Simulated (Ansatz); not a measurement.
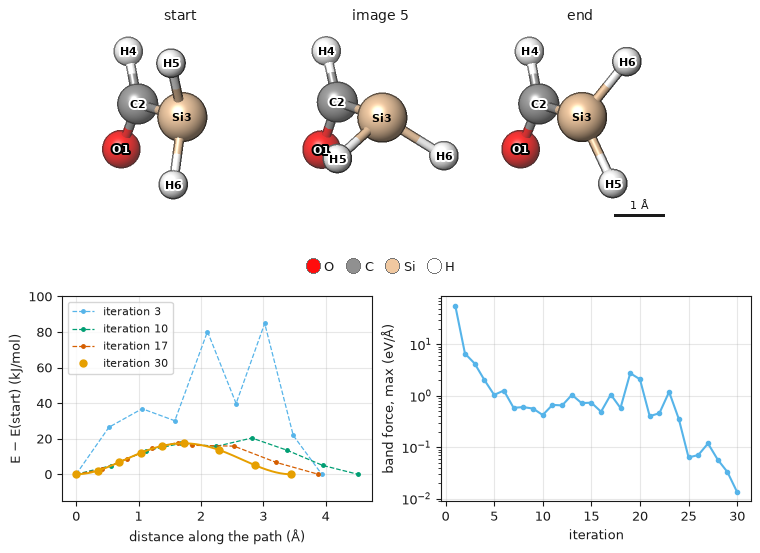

A search for the minimum-energy path of CH$_{3}$OSi (multiplicity 2) by the nudged elastic band. Images are numbered from 0 (start) to 8 (end). The plot follows the band through its iterations. The picture is a ball-and-stick view, seen from a free direction.

Computed with UKS PBE0-D4/def2-SVP in Ansatz 0.2.0. Run with 7 movable images; climbing image; force threshold 0.03 eV/Å; iteration limit 50; starting path through a guess of the saddle point.

Did the band converge, and can the barrier be trusted?

The result is final at these settings. The band converged in 30 iterations. The largest component of the band force went from 57 to 0.013 eV/Å. The climbing image converged on the top of the path. Its vibrational analysis gives one imaginary mode (183i cm⁻¹), as a transition state must have. The first iteration put the highest image at 1175.3 kJ/mol. The barrier is about 17.4 kJ/mol in both directions, with image 5 at the top; the ends have the same energy.
